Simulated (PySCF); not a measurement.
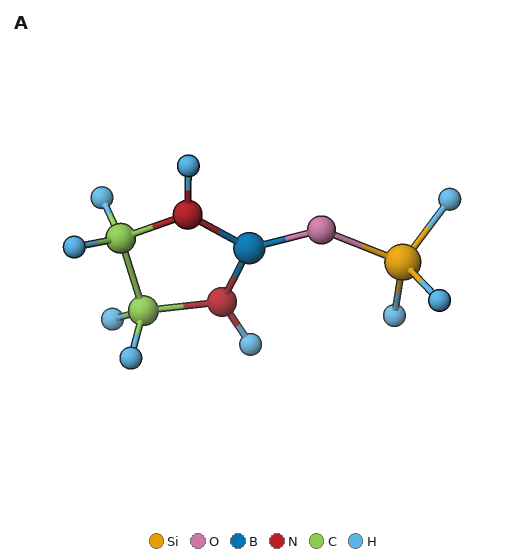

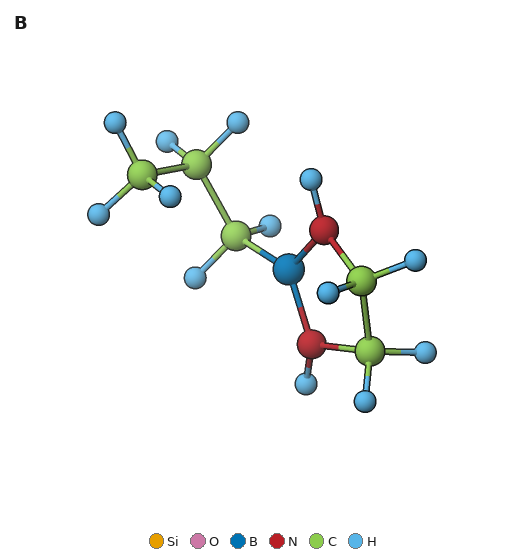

Two related species, optimised with PBE0-D3(BJ)/def2-SVP; properties computed with PySCF 2.14.0. Both: charge 0, singlet.

Question: What are A and B?

Answer: A is C2H9BN2OSi ([SiH3]OB1NCCN1), B is C5H13BN2 (CCCB1NCCN1).

Compare them. With PBE0/pcSseg-1: dipole moment (D), HOMO–LUMO gap (eV), HOMO energy (Kohn–Sham orbital) (eV), shielding of B (ppm), Hirshfeld charge of B (e), IAO charge of B (e). With PBE0/def2-SVPD: lowest vertical singlet excitation (eV), mean static polarisability (bohr³). With PBE0-D3(BJ)/def2-SVP: mean B–N length (Å).

```csv
quantity,A,B
dipole moment (D),1.22,0.94
HOMO–LUMO gap (eV),6.72,7.31
HOMO energy (Kohn–Sham orbital) (eV),−6.16,−5.98
shielding of B (ppm),76.5,68.0
Hirshfeld charge of B (e),0.21,0.16
IAO charge of B (e),0.41,0.27
lowest vertical singlet excitation (eV),5.32,5.36
mean static polarisability (bohr³),81.1,88.3
mean B–N length (Å),1.426,1.424
```

Each is one conformer, and no frequency run is at hand to confirm it as a minimum.
